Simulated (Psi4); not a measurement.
# CH7BSi2 (SMILES CB1[SiH2][SiH2]1): HSE06/6-31G(d) (spherical functions)

Aim: the energy change on altering one bond length of CH7BSi2 at HSE06/6-31G* (spherical functions), from 2 runs. 

Program for the calculation: Psi4 1.11.

### 1 Starting point

The species is CH7BSi2 (11 atoms), meant as a singlet with charge 0. SMILES: `CB1[SiH2][SiH2]1`. The shape is that of a PBE0-D4/def2-TZVP optimisation.

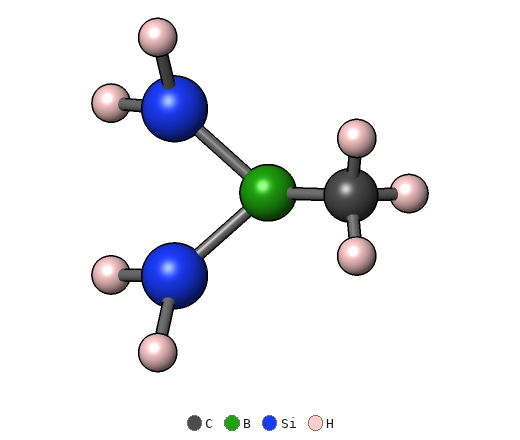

The structure, seen from a chosen angle (carbon dark grey, boron green, silicon blue, hydrogen pink).

### 2 Energy and gradient at HSE06/6-31G(d) (spherical functions)

Contents of input.dat:

```
memory 2.2 GB

molecule {
  0 1
  C     -0.263900     1.793500     0.099500
  B     -0.450600     0.243000    -0.016600
  Si     0.018800    -1.148600     1.199400
  Si     0.210300    -0.982900    -1.318800
  H      0.165600     2.121800     1.048800
  H     -1.271300     2.229100     0.051100
  H      0.301000     2.238000    -0.723000
  H     -0.479200    -2.541300     1.107000
  H      0.876900    -0.975400     2.403900
  H      1.239000    -0.662800    -2.346600
  H     -0.281200    -2.371200    -1.484200
  symmetry c1
}

set {
  basis                6-31G*
  puream               true
  e_convergence        1e-09
  d_convergence        1e-08
  scf_type             pk
  dft_radial_points    99
  dft_spherical_points 590
}

E = gradient("hse06")
print_variables()
```

Started as:

```
$ psi4 input.dat output.dat -n 1
```

output.dat:

```text
[...]
  Running in c1 symmetry.
[...]
  Nuclear repulsion =  181.476428428229070
[...]
  Multiplicity = 1
[...]
  Nalpha       = 23
  Nbeta        = 23
[...]
    Number of basis functions: 78
[...]
   @RKS iter   1:  -645.43567506113516   -1.69449e-01   8.79876e-03 ADIIS/DIIS
[...]
   @RKS iter  12:  -645.74292205595259   -3.97904e-12   4.04595e-09 DIIS
[...]
    Orbital Energies [Eh]
    ---------------------
    Doubly Occupied:
       1A    -66.228281     2A    -66.228263     3A    -10.192201
       4A     -6.767623     5A     -5.310612     6A     -5.310597
       7A     -3.645493     8A     -3.645368     9A     -3.642559
      10A     -3.642517    11A     -3.641013    12A     -3.640945
      13A     -0.704271    14A     -0.589643    15A     -0.494737
      16A     -0.430467    17A     -0.400242    18A     -0.397648
      19A     -0.375090    20A     -0.334777    21A     -0.332371
      22A     -0.248097    23A     -0.221721
[...]
  @RKS Final Energy:  -645.74292205595259
   => Energetics <=
    Nuclear Repulsion Energy =            181.4764284282290703
    One-Electron Energy =               -1252.0437731202257510
    Two-Electron Energy =                 466.0889038659400967
    DFT Exchange-Correlation Energy =     -41.2644812298960630
    Empirical Dispersion Energy =           0.0000000000000000
    VV10 Nonlocal Energy =                  0.0000000000000000
    Total Energy =                       -645.7429220559525902
[...]
 Multipole Moments:
 ------------------------------------------------------------------------------------
     Multipole            Electronic (a.u.)      Nuclear  (a.u.)        Total (a.u.)
 ------------------------------------------------------------------------------------
 L = 1.  Multiply by 2.5417464519 to convert [e a0] to [Debye]
 Dipole X            :         -1.0210019            1.0274886            0.0064867
 Dipole Y            :         -1.9575702            2.0835424            0.1259722
 Dipole Z            :         -0.2075801            0.2159402            0.0083601
 Magnitude           :                                                    0.1264158
[...]
  -Total Gradient:
     Atom            X                  Y                   Z
    ------   -----------------  -----------------  -----------------
       1        0.000148830424    -0.000737062411    -0.000083494356
       2        0.001812044074    -0.000361895531     0.000080075064
       3        0.000124048667     0.000535420317    -0.001422863788
       4       -0.000143884467     0.000388163559     0.001471423076
       5       -0.000846495516    -0.000737506896    -0.001566464009
       6        0.001552129590    -0.000785001437     0.000069628163
       7       -0.001098091621    -0.000966552802     0.001360784486
       8        0.000363430748     0.001343844260    -0.000476722917
       9       -0.001031480159     0.000091671481    -0.000921849386
      10       -0.001153713122    -0.000017121961     0.000783921745
      11        0.000280222737     0.001242371407     0.000705852905
[...]
```

Wall time 45 s (1 thread of Intel Xeon 6975P-C (Granite Rapids), shared host); peak memory 1.5 GiB.

### 3 The distorted shape

Contents of calc.py:

```python
import psi4

psi4.set_memory(2200000000)
psi4.set_num_threads(1)
psi4.core.set_output_file('psi4.out', False)

m = psi4.geometry("""
0 1
C     -1.79593524     3.12738713    -1.63288211
B     -2.14874711     0.19736678    -1.85227931
Si    -1.26170966    -2.43237610     0.44562766
Si    -0.89982711    -2.11924848    -4.31308067
H     -0.98429787     3.74778422     0.16103490
H     -3.69964534     3.95055183    -1.72434485
H     -0.72842895     3.96737039    -3.18718185
H     -2.20279327    -5.06419767     0.27101696
H      1.65710084    -1.84323886     4.54271263
H      1.04413416    -1.51434715    -6.25534118
H     -1.82862750    -4.74275526    -4.62564137
units au
symmetry c1
no_reorient
no_com
""")

psi4.set_options({
    'basis': '6-31G*',
    'reference': 'rks',
    'puream': True,
    'e_convergence': 1e-09,
    'd_convergence': 1e-08,
    'scf_type': 'pk',
    'dft_radial_points': 99,
    'dft_spherical_points': 590,
})

e, wfn = psi4.gradient("hse06", return_wfn=True)
psi4.oeprop(wfn, "LOWDIN_CHARGES", "DIPOLE", "MULLIKEN_CHARGES")
print('gradient / Eh bohr^-1')
print(e.np.round(6))
print(f'energy = {wfn.energy():.10f} Eh')
```

Started as:

```
$ python calc.py
```

psi4.out, cut to the lines that bear on the results:

```text
[...]
  Running in c1 symmetry.
[...]
  Nuclear repulsion =  178.284466062999314
[...]
  Multiplicity = 1
[...]
  Nalpha       = 23
  Nbeta        = 23
[...]
    Number of basis functions: 78
[...]
   @RKS iter   1:  -645.19364745664109   -8.70127e-02   9.66606e-03 ADIIS/DIIS
[...]
   @RKS iter  14:  -645.62906370161375   -2.13731e-11   3.80069e-09 DIIS
[...]
    Orbital Energies [Eh]
    ---------------------
    Doubly Occupied:
       1A    -66.271276     2A    -66.245403     3A    -10.200162
       4A     -6.786305     5A     -5.345664     6A     -5.327714
       7A     -3.680246     8A     -3.678669     9A     -3.675593
      10A     -3.662524    11A     -3.659488    12A     -3.658309
      13A     -0.713008    14A     -0.601252    15A     -0.492856
      16A     -0.438566    17A     -0.408182    18A     -0.405339
      19A     -0.367582    20A     -0.344711    21A     -0.289798
      22A     -0.239459    23A     -0.228705
[...]
  @RKS Final Energy:  -645.62906370161375
   => Energetics <=
    Nuclear Repulsion Energy =            178.2844660629993143
    One-Electron Energy =               -1244.9187876615642381
    Two-Electron Energy =                 462.1559856655284761
    DFT Exchange-Correlation Energy =     -41.1507277685773900
    Empirical Dispersion Energy =           0.0000000000000000
    VV10 Nonlocal Energy =                  0.0000000000000000
    Total Energy =                       -645.6290637016137453
[...]
  -Total Gradient:
     Atom            X                  Y                   Z
    ------   -----------------  -----------------  -----------------
       1        0.001110218663    -0.000114653322     0.001372847317
       2        0.000475808680    -0.006958842205    -0.007925269434
       3       -0.024857069462    -0.007445807964    -0.030466129245
       4       -0.003520857185     0.006115217299     0.000638867710
       5       -0.001077808951     0.000662956907    -0.001252714796
       6        0.001629901772    -0.000764242182     0.000290730982
       7       -0.001174707849    -0.000969364437     0.001430105158
       8       -0.000320914656     0.003767184541    -0.002948801639
       9        0.026838744705     0.005881742919     0.036733651502
      10        0.000837605401    -0.001346583416     0.001208142563
      11        0.000060817494     0.001171168746     0.000917099565
[...]
```

The script printed:

```text
gradient / Eh bohr^-1
[[ 1.1100e-03 -1.1500e-04  1.3730e-03]
 [ 4.7600e-04 -6.9590e-03 -7.9250e-03]
 [-2.4857e-02 -7.4460e-03 -3.0466e-02]
 [-3.5210e-03  6.1150e-03  6.3900e-04]
 [-1.0780e-03  6.6300e-04 -1.2530e-03]
 [ 1.6300e-03 -7.6400e-04  2.9100e-04]
 [-1.1750e-03 -9.6900e-04  1.4300e-03]
 [-3.2100e-04  3.7670e-03 -2.9490e-03]
 [ 2.6839e-02  5.8820e-03  3.6734e-02]
 [ 8.3800e-04 -1.3470e-03  1.2080e-03]
 [ 6.1000e-05  1.1710e-03  9.1700e-04]]
energy = -645.6290637016 Eh
```

Wall time 54 s (1 thread of Intel Xeon 6975P-C (Granite Rapids), shared host); peak memory 1.5 GiB.

### 4 Results

At HSE06/6-31G* (spherical functions):

```
                                                          quantity          value
                                         first shape: total energy  -645.74292 Eh
                                        first shape: dipole moment         0.32 D
                                          first shape: HOMO energy       -6.03 eV
                                          first shape: LUMO energy       -1.72 eV
                                        first shape: HOMO–LUMO gap        4.31 eV
                             first shape: largest force on an atom     0.103 eV/Å
                                     distorted shape: total energy  -645.62906 Eh
                                    distorted shape: dipole moment         2.19 D
                                      distorted shape: HOMO energy       -6.22 eV
                                      distorted shape: LUMO energy       -3.30 eV
                                    distorted shape: HOMO–LUMO gap        2.92 eV
                         distorted shape: largest force on an atom     2.359 eV/Å
energy change with the Si3–H9 bond stretched from 1.489 to 2.680 Å       3.098 eV
```

What this shows: One bond (distorted shape) is far stretched, which a spin-restricted single reference describes badly; a broken-symmetry solution may lie lower. With the Si3–H9 bond stretched from 1.489 to 2.680 Å the energy rises by 3.10 eV (299 kJ/mol). The first shape isn't relaxed at this level, so the change isn't measured from a minimum. A restricted reference can't describe the breaking bond well at this length. Mulliken charges (distorted shape) run from -0.68 on C1 to +0.21 on H5; they depend strongly on the basis.
